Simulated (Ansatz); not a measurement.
Band structure of NbVCr (Imma, 6 atoms in the cell).

```xyz
6
Lattice="-2.4624 2.5203 3.5074 2.4624 -2.5203 3.5074 2.4624 2.5203 -3.5074" Properties=species:S:1:pos:R:3 pbc="T T T"
Nb     2.4624     1.2601    -0.8680
Nb     0.0000     1.2601     4.3754
V      0.0000     2.5203     0.0000
V      0.0000     0.0000     0.0000
Cr    -1.2312     1.2601     1.7537
Cr     1.2312     1.2601     1.7537
```

Method: PBEsol, PAW files made with PBE (plane waves; Ansatz, an electronic-structure program).

Settings: basis.ecutwfc = 420 eV; kpoints.mp_grid.grid = 5 5 5; hamiltonian.xc = pbesol; hamiltonian.pseudopotentials = {kind: paw} (the program's default PAW files); scf.occupations.method = fermi_dirac; scf.occupations.width = 0.1 eV; kpoints.band_path.npoints = 8.

The starting cell comes from a database of computed structures (which also holds hypothetical and non-ambient phases and stackings), without a prior relaxation at this level. Spin polarisation is off.

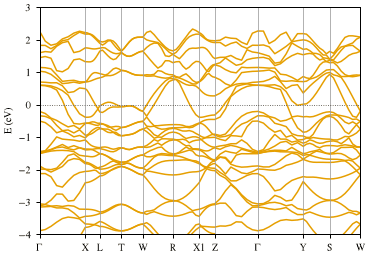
Figure: Bands along the path, energies from the Fermi level.

Levels in eV from the Fermi level, bands 38 to 45:
| point | 38 | 39 | 40 | 41 | 42 | 43 | 44 | 45 |
|---|---|---|---|---|---|---|---|---|
| Γ | -0.34 | -0.21 | 0.60 | 0.60 | 0.70 | 1.03 | 1.15 | 1.45 |
| X | -0.94 | -0.58 | -0.56 | -0.39 | 0.50 | 0.70 | 0.70 | 1.33 |
| L | -0.71 | -0.61 | -0.57 | -0.22 | -0.04 | 0.83 | 0.96 | 1.65 |
| T | -0.96 | -0.70 | -0.70 | -0.06 | -0.06 | 1.06 | 1.06 | 1.61 |
| W | -0.75 | -0.51 | -0.51 | -0.20 | -0.20 | 0.91 | 0.91 | 1.65 |
| R | -0.73 | -0.71 | -0.61 | 0.77 | 0.80 | 0.88 | 0.92 | 1.30 |
| X1 | -0.94 | -0.58 | -0.56 | -0.39 | 0.50 | 0.70 | 0.70 | 1.33 |
| Z | -0.94 | -0.91 | -0.45 | -0.32 | 0.27 | 0.85 | 1.23 | 1.24 |
| Y | -0.97 | -0.85 | -0.37 | 0.02 | 0.36 | 0.71 | 0.87 | 1.54 |
| S | -0.36 | -0.32 | -0.22 | 0.94 | 1.00 | 1.08 | 1.29 | 1.37 |

Bands cross the Fermi level along this path, so the cell is metallic at this level.

Keys are those of Ansatz 0.2.
